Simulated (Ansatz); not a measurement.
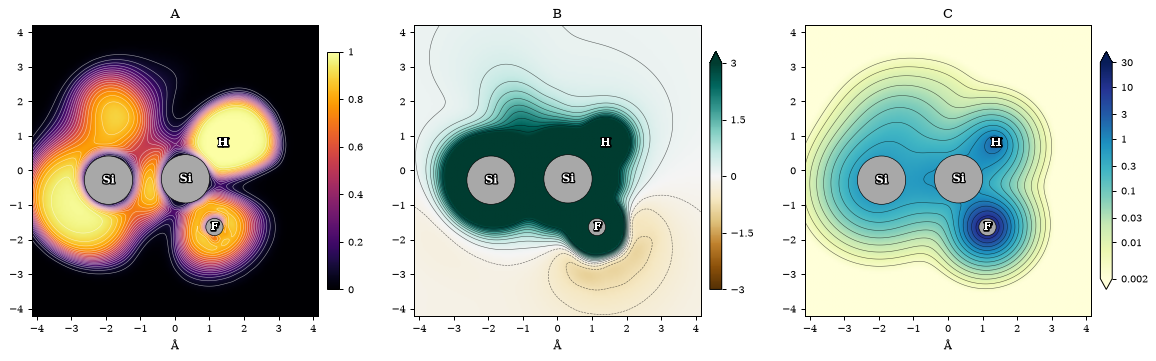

FH₃Si₃: 3 fields on the plane of atoms F1, Si2 and H5, with unlabelled colour scales. Grey discs cover the atomic cores.

Geometry: PBE0-D3(BJ)/def2-SVP.

The calculation used isolated molecule in a Gaussian basis; Kohn-Sham density functional theory, functional PBE0 (Ansatz).

```csv
atom,x (Å),y (Å),z (Å)
F,-3.2116,-1.1052,-2.7112
Si,-2.0640,-2.2458,-2.5300
Si,-0.0440,-1.6844,-1.7724
Si,0.1642,-3.1158,-3.4798
H,-2.7640,-3.4999,-2.9410
H,-0.7011,-4.2133,-4.0286
H,1.3641,-3.0260,-4.3687
```

Question: Match the panels to the quantities (electron density, electron localisation function and electrostatic potential).

Answer: Panel A: electron localisation function. Panel B: electrostatic potential (strongly positive close to the atoms, with negative regions outside electron-rich atoms). Panel C: electron density. From the grid: Si–F (1.63 Å): ρ at the midpoint is about 1.1 e/Å³; the ELF peaks at about 0.85 in the valence shell of F, 0.6 Å from its nucleus, and is about 0.50 at the midpoint. Si–Si (2.23 Å): the density is about 0.62 e/Å³ at the midpoint; the ELF peaks at about 0.85 between the atoms: a covalent bond.
